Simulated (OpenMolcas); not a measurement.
# GeSiH4F2 (SMILES F[SiH](F)[GeH3]), step by step, part 3 of 3

OpenMolcas 26.06. The steps go on from the part before.

## 6. The energy along one coordinate at MC-PDFT[tPBE](2,2)/ANO-R1 (sfX2C, RICD fitting) (run 5)

Input file step5.input:

```
>>> COPY $CurrDir/step2.RasOrb $Project.RasOrb
>>> ForEach K in (1, 2, 3, 4, 5, 6, 7, 8, 9)

&GATEWAY
 Coord=$CurrDir/point$K.xyz
 Basis=ANO-R1
 Group=NoSym
 RICD

&SEWARD

&RASSCF
 FileOrb=$Project.RasOrb
 Spin=1
 Nactel=2 0 0
 Inactive=33
 Ras2=2
 OrbListing=Nothing
 OrbAppear=Compact

&MCPDFT
 KSDFT=T:PBE
>>> EndDo
```

The run is started by

```sh
$ export MOLCAS_MEM=1860
$ pymolcas step5.input > step5.log
```

The program printed:

```text
--- Start Module: gateway ---

                                              &GATEWAY

                       available to each process: 1.9 GB of memory, 1 thread

++    Symmetry information:
      ---------------------

                    Character Table for C1

                             E
                    a        1  x, y, xy, Rz, z, xz, Ry, yz, Rx, I
--

++    Basis set information:
      ----------------------

      Basis set label: F.ANO-R...3S2P1D.

      Electronic valence basis set:
      ------------------
      Associated Effective Charge   9.000000 au
      Associated Actual Charge      9.000000 au
      Nuclear Model: Finite nucleus - Gaussian distribution
        Gaussian exponent, Xi/bohr**(-2):  5.35469E+08

      Shell  nPrim  nBasis  Cartesian Spherical Contaminant
         s      13       3        X
         p       8       2        X
         d       4       1                 X

      Basis set label: SI.ANO-R...4S3P1D.

      Electronic valence basis set:
      ------------------
      Associated Effective Charge  14.000000 au
      Associated Actual Charge     14.000000 au
      Nuclear Model: Finite nucleus - Gaussian distribution
        Gaussian exponent, Xi/bohr**(-2):  4.34677E+08

      Shell  nPrim  nBasis  Cartesian Spherical Contaminant
         s      16       4        X
         p      11       3        X
         d       7       1                 X

      Basis set label: F.ANO-R...3S2P1D.

      Electronic valence basis set:
      ------------------
      Associated Effective Charge   9.000000 au
      Associated Actual Charge      9.000000 au
      Nuclear Model: Finite nucleus - Gaussian distribution
        Gaussian exponent, Xi/bohr**(-2):  5.35469E+08

      Shell  nPrim  nBasis  Cartesian Spherical Contaminant
         s      13       3        X
         p       8       2        X
         d       4       1                 X

      Basis set label: GE.ANO-R...5S4P3D1F.

      Electronic valence basis set:
      ------------------
      Associated Effective Charge  32.000000 au
      Associated Actual Charge     32.000000 au
      Nuclear Model: Finite nucleus - Gaussian distribution
        Gaussian exponent, Xi/bohr**(-2):  2.52356E+08

      Shell  nPrim  nBasis  Cartesian Spherical Contaminant
         s      20       5        X
         p      15       4        X
         d       9       3                 X
         f       6       1                 X

      Basis set label: H.ANO-R...2S1P.

      Electronic valence basis set:
      ------------------
      Associated Effective Charge   1.000000 au
      Associated Actual Charge      1.000000 au
      Nuclear Model: Finite nucleus - Gaussian distribution
        Gaussian exponent, Xi/bohr**(-2):  2.12482E+09

      Shell  nPrim  nBasis  Cartesian Spherical Contaminant
         s       7       2        X
         p       4       1        X
--

++    Molecular structure info:
      -------------------------

                    ************************************************
                    **** Cartesian Coordinates / bohr, angstrom ****
                    ************************************************

     Center  Label                x              y              z                     x              y              z
        1      F1               2.429436      -2.436494       2.089480              1.285602      -1.289337       1.105705
        2      SI2              2.154099      -0.239239       0.530824              1.139900      -0.126600       0.280900
        3      F3               3.747516      -0.730190      -1.974197              1.983100      -0.386400      -1.044700
[... 4 lines of this table left out ...]
        8      H8              -2.467037       2.632200      -2.249530             -1.305500       1.392900      -1.190400

                    ***************************************
                    *    InterNuclear Distances / bohr    *
                    ***************************************

               1 F1            2 SI2           3 F3            4 GE4           5 H5            6 H6
    1 F1       0.000000
    2 SI2      2.707978        0.000000
    3 F3       4.600247        3.009176        0.000000
    4 GE4      5.968843        4.492330        6.184885        0.000000
    5 H5       4.437265        2.798942        4.681192        6.241000        0.000000
    6 H6       6.925067        6.109786        8.536265        2.902630        7.174494        0.000000
    7 H7       6.900732        6.134144        7.048617        2.899719        8.517921        4.732854
    8 H8       8.276117        6.109863        7.071220        2.902678        7.177315        4.720825

               7 H7            8 H8
    7 H7       0.000000
    8 H8       4.732819        0.000000

                    *******************************************
                    *    InterNuclear Distances / angstrom    *
                    *******************************************

               1 F1            2 SI2           3 F3            4 GE4           5 H5            6 H6
    1 F1       0.000000
    2 SI2      1.433000        0.000000
    3 F3       2.434346        1.592387        0.000000
    4 GE4      3.158576        2.377239        3.272900        0.000000
    5 H5       2.348099        1.481136        2.477180        3.302595        0.000000
    6 H6       3.664588        3.233160        4.517197        1.536006        3.796579        0.000000
    7 H7       3.651710        3.246049        3.729967        1.534465        4.507490        2.504519
    8 H8       4.379532        3.233200        3.741928        1.536031        3.798072        2.498153

[... 152 lines left out ...]
      Convergence after 50 iterations
[... 12 lines left out ...]
      conf/sym  11     Coeff  Weight
[... 14 lines left out ...]
      RASSCF energy for state  1                  -2588.25370006
[... 42 lines left out ...]
      Dipole Moment (debye):
[... 126 lines left out ...]
      Wave function energy weight                0.00
[... 279 lines left out ...]
      Nuclear repulsion energy =  355.51869143
[... 90 lines left out ...]
      printout of CI-coefficients larger than  0.05 for root  1
[... 9 lines left out ...]
      *                                                    Final results                                                     *
[... 19 lines left out ...]
::    RASSCF root number  1 Total energy:  -2588.27844611
[... 99 lines left out ...]
      Spin density orbitals for root   1 are written to the SPDORB.1 file
[... 117 lines left out ...]
      Total MCPDFT energy for state   1                                 -2590.72219040
[... 297 lines left out ...]
      Convergence after 18 iterations
[... 12 lines left out ...]
      conf/sym  11     Coeff  Weight
[... 14 lines left out ...]
      RASSCF energy for state  1                  -2588.26732079
[... 42 lines left out ...]
      Dipole Moment (debye):
[... 125 lines left out ...]
      Wave function energy weight                0.00
[... 279 lines left out ...]
      Nuclear repulsion energy =  340.87214337
[... 90 lines left out ...]
      printout of CI-coefficients larger than  0.05 for root  1
[... 9 lines left out ...]
      *                                                    Final results                                                     *
[... 19 lines left out ...]
::    RASSCF root number  1 Total energy:  -2588.22759488
[... 99 lines left out ...]
      Spin density orbitals for root   1 are written to the SPDORB.1 file
[... 117 lines left out ...]
      Total MCPDFT energy for state   1                                 -2590.67219728
[... 297 lines left out ...]
      Convergence after 16 iterations
[... 12 lines left out ...]
      conf/sym  11     Coeff  Weight
[... 14 lines left out ...]
      RASSCF energy for state  1                  -2588.17076140
[... 42 lines left out ...]
      Dipole Moment (debye):
[... 126 lines left out ...]
      Wave function energy weight                0.00
[... 279 lines left out ...]
      Nuclear repulsion energy =  322.68606108
[... 90 lines left out ...]
      printout of CI-coefficients larger than  0.05 for root  1
[... 9 lines left out ...]
      *                                                    Final results                                                     *
[... 19 lines left out ...]
::    RASSCF root number  1 Total energy:  -2588.11985419
[... 99 lines left out ...]
      Spin density orbitals for root   1 are written to the SPDORB.1 file
[... 117 lines left out ...]
      Total MCPDFT energy for state   1                                 -2590.55187148
[... 297 lines left out ...]
      Convergence after 13 iterations
[... 12 lines left out ...]
      conf/sym  11     Coeff  Weight
[... 14 lines left out ...]
      RASSCF energy for state  1                  -2588.09228475
[... 42 lines left out ...]
      Dipole Moment (debye):
[... 125 lines left out ...]
      Wave function energy weight                0.00
[... 279 lines left out ...]
      Nuclear repulsion energy =  304.98009843
[... 90 lines left out ...]
      printout of CI-coefficients larger than  0.05 for root  1
[... 9 lines left out ...]
      *                                                    Final results                                                     *
[... 19 lines left out ...]
::    RASSCF root number  1 Total energy:  -2588.08321968
[... 100 lines left out ...]
      Spin density orbitals for root   1 are written to the SPDORB.1 file
[... 117 lines left out ...]
      Total MCPDFT energy for state   1                                 -2590.48011192
[... 297 lines left out ...]
      Convergence after  9 iterations
[... 12 lines left out ...]
      conf/sym  11     Coeff  Weight
[... 14 lines left out ...]
      RASSCF energy for state  1                  -2588.08155558
[... 42 lines left out ...]
      Dipole Moment (debye):
[... 43 lines left out ...]
      NBO located      1.000 non-bonded electrons on atom SI2
      NBO located      0.999 non-bonded electrons on atom SI2
      NBO located      0.999 non-bonded electrons on atom SI2
      NBO located      0.999 non-bonded electrons on atom SI2
      NBO located      1.000 non-bonded electrons on atom F3
      NBO located      1.004 non-bonded electrons on atom F3
      NBO located      0.995 non-bonded electrons on atom GE4
      NBO located      1.004 non-bonded electrons on atom GE4
      NBO located      1.004 non-bonded electrons on atom GE4
      NBO located      1.001 non-bonded electrons on atom GE4
      NBO located      0.998 non-bonded electrons on atom GE4
      NBO located      0.999 non-bonded electrons on atom GE4
      NBO located      0.999 non-bonded electrons on atom GE4
      NBO located      1.000 non-bonded electrons on atom GE4
      NBO located      1.000 non-bonded electrons on atom GE4
      NBO located      1.000 non-bonded electrons on atom GE4
      NBO located      1.000 non-bonded electrons on atom GE4
      NBO located      1.000 non-bonded electrons on atom GE4
      NBO located      1.000 non-bonded electrons on atom GE4
      NBO located      1.000 non-bonded electrons on atom GE4
      The remaining   10.590 electrons are to be considered as diffuse
--

--

      Average orbitals are written to the RASORB file
      Natural orbitals for root   1 are written to the RASORB.1 file
      Spin density orbitals for root   1 are written to the SPDORB.1 file

--- Stop Module: rasscf /rc=_RC_ALL_IS_WELL_ ---
--- Module rasscf spent 6 seconds ---

--- Start Module: mcpdft ---

                                              &MCPDFT

                       available to each process: 1.9 GB of memory, 1 thread

 ###############################################################################
 ###    WARNING: Deprecation warning: KSDF should be replaced                ###
 ###    with FUNC keyword                                                    ###
 ###############################################################################

++    Wave function specifications:
      -----------------------------

      Number of closed shell electrons          66
      Number of electrons in active shells       2
      Max number of holes in RAS1 space          0
      Max nr of electrons in RAS3 space          0
      Number of inactive orbitals               33
      Number of active orbitals                  2
      Number of secondary orbitals              70
      Spin quantum number                      0.0
      State symmetry                             1
      Number of CSFs                             3
      Number of RASSCF root(s) available         1
--

++    Orbital specifications:
      -----------------------

      Symmetry species                           1
                                                 a
      Frozen orbitals                            0
      Inactive orbitals                         33
      Active orbitals                            2
      RAS1 orbitals                              0
      RAS2 orbitals                              2
      RAS3 orbitals                              0
      Secondary orbitals                        70
      Deleted orbitals                           0
      Number of basis functions                105
--

++    MCPDFT specifications:
      ----------------------

      Cholesky decomposition                     On
      Type of calculation                        MC-PDFT
      On-Top Functional                          T:PBE
      Exchange scaling factor                    1.00
      Correlation scaling factor                 1.00
      Wave function energy weight                0.00
--

      Numerical integration parameters
      --------------------------------
      Radial quadrature type:                         MHL
      Size of radial grid:                            75
      Lebedev angular grid:                           29
      Angular grid pruned with the crowding factor:  3.00E+00
                                 and fading factor:  6.00E+00
      Screening threshold for integral computation:   1.00E-11
      Radial quadrature accuracy:                     1.00E-25
      Maximum batch size:                             128
      AO values are stored on disk

++    DFT functional specifications:
      ------------------------------
      Using Libxc version: 6.2.2
      Please cite the following reference:
      S. Lehtola, C. Steigemann, M. J.T. Oliveira, and M. A.L. Marques.,  SoftwareX 7, 1–5 (2018) doi:10.1016/j.softx.2017.11.002

      * Perdew, Burke & Ernzerhof
        - J. P. Perdew, K. Burke, and M. Ernzerhof.,  Phys. Rev. Lett. 77, 3865 (1996) doi:10.1103/PhysRevLett.77.3865
        - J. P. Perdew, K. Burke, and M. Ernzerhof.,  Phys. Rev. Lett. 78, 1396 (1997) doi:10.1103/PhysRevLett.78.1396
      * Perdew, Burke & Ernzerhof
        - J. P. Perdew, K. Burke, and M. Ernzerhof.,  Phys. Rev. Lett. 77, 3865 (1996) doi:10.1103/PhysRevLett.77.3865
        - J. P. Perdew, K. Burke, and M. Ernzerhof.,  Phys. Rev. Lett. 78, 1396 (1997) doi:10.1103/PhysRevLett.78.1396
--
   File JOBOLD not found -- use JOBIPH.
      The MO-coefficients are taken from the file:
      JOBIPH
 Reference MC-SCF energies taken from JOBIPH

++    MC-PDFT RESULTS, STATE 0001
      ---------------------------

      MCSCF reference energy                                            -2588.08155558

      Integrated total density:                                                 68.000
      Integrated alpha density before functional transformation:                34.000
      Integrated  beta density before functional transformation:                34.000
      Integrated alpha density  after functional transformation:                34.995
      Integrated  beta density  after functional transformation:                33.005
      Integrated alpha tau     before functional transformation:                 0.000
      Integrated  beta tau     before functional transformation:                 0.000
      Integrated alpha tau      after functional transformation:                 0.000
      Integrated  beta tau      after functional transformation:                 0.000
      NOTE:
      Densities after transformation are intermediate quantities
      and should not be interpreted as real spin densities

      Exchange energy scaling factor                                          1.000000
      Correlation energy scaling factor                                       1.000000

      Integrated alpha exchange energy                                      -60.793945
      Integrated beta  exchange energy                                      -59.599340
      Integrated  correlation   energy                                       -2.770767

      Nuclear Repulsion energy                                            295.09690197
      CASSCF contribution energy                                        -2467.31190660
      On-top energy                                                      -123.16405207

      Total MCPDFT energy for state   1                                 -2590.47595867
--

::    MCPDFT root number  1 Total energy:  -2590.47595867

--- Stop Module: mcpdft /rc=_RC_ALL_IS_WELL_ ---
--- Module mcpdft spent 2 seconds ---

>>> END FOREACH

.##################.
.# Happy landing! #.
.##################.

    Timing: Wall=268.92 User=252.67 System=14.12
```

It took 4.5 min on 1 thread of Intel Xeon Platinum 8259CL at 2.50GHz (Skylake/Cascade Lake), shared host; peak memory 0.16 GiB.

The scan, from its lowest point:

```
Si2–F1 (Å)  energy (kJ/mol)
     1.433             67.8
     1.592              0.0
     1.752             27.5
     1.990            131.3
     2.309            284.4
     2.707            447.2
     3.185            579.5
     3.822            635.6
     4.777            646.5
```

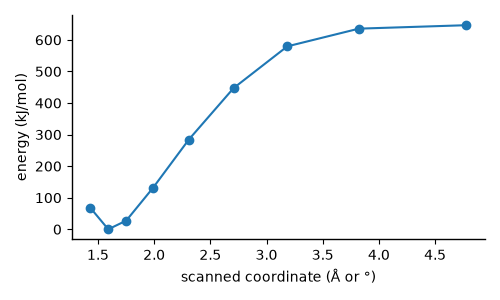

Energy along the scan.

## 7. Summary of results

This closing draws on all 3 parts.

| quantity | value |
| --- | --- |
| run 1, HF/ANO-R0: total energy | -2587.44497 Eh |
| run 1, HF/ANO-R0: dipole moment | 1.09 D |
| run 1, HF/ANO-R0: HOMO energy | -11.76 eV |
| run 1, HF/ANO-R0: LUMO energy | 1.84 eV |
| run 1, HF/ANO-R0: HOMO–LUMO gap | 13.60 eV |
| run 2, CASSCF(2,2)/ANO-R1: total energy | -2588.27845 Eh |
| run 2, CASSCF(2,2)/ANO-R1: dipole moment (CASSCF density) | 1.89 D |
| run 3, CASPT2(2,2)/ANO-R1: lowest energy of the scan | -2589.22226 Eh |
| run 4, SC-NEVPT2(2,2)/ANO-R1: lowest energy of the scan | -2589.22085 Eh |
| run 5, MC-PDFT[tPBE](2,2)/ANO-R1: lowest energy of the scan | -2590.72219 Eh |

What this shows: Mulliken charges (run 1, HF/ANO-R0) run from -0.33 on F1 to +0.95 on Si2. Mulliken charges (run 2, CASSCF(2,2)/ANO-R1) run from -0.39 on F3 to +0.58 on Si2.
